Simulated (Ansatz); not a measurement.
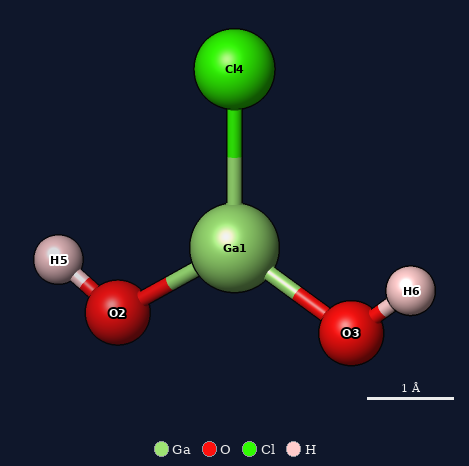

**Figure 1.** The structure (ball-and-stick view, seen at a tilt; atoms are numbered from 1 in the order of the input). Sticks mark near contacts.

**Run report: GaH₂ClO₂, single-point calculation**

- system: GaH₂ClO₂
- method: RHF-CCSD(T), frozen core/def2-TZVPP (Ansatz 0.2.0)

The geometry comes from this level: PBE0-D4/def2-TZVP.

Log:
```
Functional definition: HF
  name "HF"
  cite "Fock, Z. Phys. 61, 126 (1930) doi:10.1007/BF01340294"
  parent pbe
  exchange = exact_x
  correlation = 0
1136 factors; integrals over basis functions are off by at most 6.4e-4 eV
mean field evaluation 1: about -68944.7692 eV, gradient 5.2e1 eV
mean field evaluation 2: about -68944.8896 eV, gradient 5.2e1 eV
mean field evaluation 4: about -68949.5327 eV, gradient 3.1e0 eV
mean field evaluation 8: about -68949.5749 eV, gradient 3.0e-1 eV
mean field evaluation 16: about -68944.7688 eV, gradient 5.2e1 eV
mean field -68949.57513445 eV, -2533.8501504906 hartree, gradient 2.4e-6 eV, S^2 0.000000; 0 other end points of the search recorded, 0 dependent functions left out
16 core orbitals not correlated: weight in the atoms' cores, before any rotation towards them, 1.000 or more for the frozen orbitals, at most 0.000 for the correlated occupied ones
reference -68949.57513445 eV, -2533.8501504906 hartree; 17, 17 occupied and 147, 147 virtual orbitals, 1136 factors
second order -24.33471485 eV of doubles, -0.00000000 eV of singles
cycle   1  -23.85298492 eV  change    4.8e-1 eV  update   1.2e-1
cycle   2  -24.47252593 eV  change   -6.2e-1 eV  update   3.5e-2
cycle   3  -24.60632711 eV  change   -1.3e-1 eV  update   1.8e-2
cycle   4  -24.59014488 eV  change    1.6e-2 eV  update   4.6e-3
cycle   5  -24.58644948 eV  change    3.7e-3 eV  update   2.1e-3
cycle   6  -24.58762894 eV  change   -1.2e-3 eV  update   6.3e-4
cycle   7  -24.58737021 eV  change    2.6e-4 eV  update   2.3e-4
cycle   8  -24.58731306 eV  change    5.7e-5 eV  update   6.3e-5
cycle   9  -24.58733384 eV  change   -2.1e-5 eV  update   2.3e-5
```

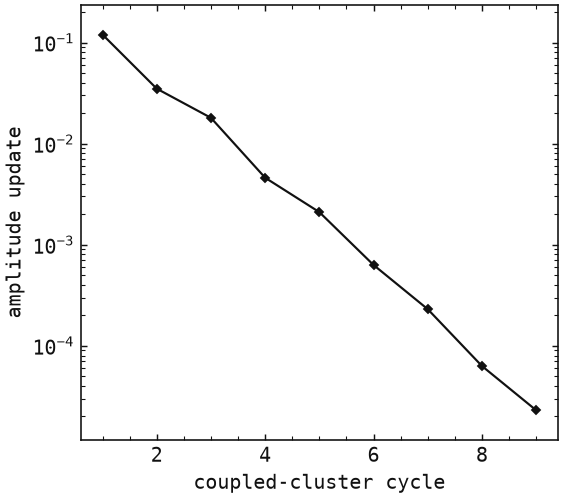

**Figure 2.** Convergence of the coupled-cluster equations: amplitude update against the coupled-cluster cycle. The residual falls at every step.

```
perturbative correction -0.97037989 eV, -0.0356608031 hartree
Total energy: -68975.13284819 eV, -2534.7893791466 hartree
```

This output came from the following input.

The input:
```yaml
crystal:
  periodic: [false, false, false]
  atoms:
    - {symbol: Ga, position_ang: [-0.325227, -0.489317, 0.084832]}
    - {symbol: O, position_ang: [-1.534664, -0.269128, -1.180623]}
    - {symbol: O, position_ang: [-0.801919, -0.244985, 1.765804]}
    - {symbol: Cl, position_ang: [1.679163, -1.041525, -0.409116]}
    - {symbol: H, position_ang: [-1.185653, -0.422766, -2.061827]}
    - {symbol: H, position_ang: [-0.080232, -0.386344, 2.383153]}
basis:
  gaussian: {orbitals: def2-TZVPP}
correlation: {method: ccsd_t}
```

Command:
```bash
ansatz run in.yaml --threads 8 --pin off --events-out ev --progress --plain --max-ram 19148MiB
```

Summary:

- outcome: converged
- total energy: −68975.1328 eV
- mean-field energy: −68949.5751 eV
- CCSD correlation: −24.5873 eV
- (T) correction: −0.9704 eV
- T1 diagnostic: 0.013
- SCF solution under orbital rotations: stable
- hardware: 8 threads of Intel Xeon, 31 GiB of memory available, shared host
- wall time: 4.1 s (CPU time 29 s)
- peak memory: 1.3 GiB
